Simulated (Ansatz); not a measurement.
# InAs, pressure series

Start from InAs in the zinc blende structure (space group F-43m, No. 216; a = 6.186 Å).

Cell and atoms are relaxed at each pressure.

All numbers come from PBE (Ansatz, a first-principles code; PAW; 420 eV plane waves; no spin-orbit coupling).

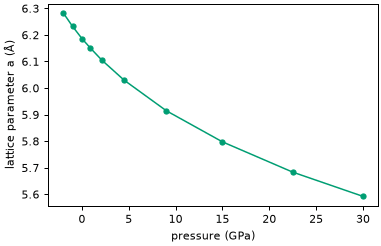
Fig. 1. Lattice parameter a against pressure

| pressure (GPa) | lattice parameter a |
|---|---|
| -2 | 6.283 Å |
| -1 | 6.232 Å |
| 0.9 | 6.151 Å |
| 2.1 | 6.106 Å |
| 4.5 | 6.030 Å |
| 9 | 5.915 Å |
| 15 | 5.797 Å |
| 22.5 | 5.683 Å |
| 30 | 5.592 Å |

The mesh was chosen for an insulator and is coarse for the gapless case. Load acts through the strain it causes; cell and atoms are relaxed under it. No phonon test of stability was made. All final runs are without spin polarisation. Measured, InAs leaves this structure (for rock salt) near 7 GPa (temperature not stated; as listed in Datta, Sujoy, Jana, Debnarayan, arXiv (2020)).
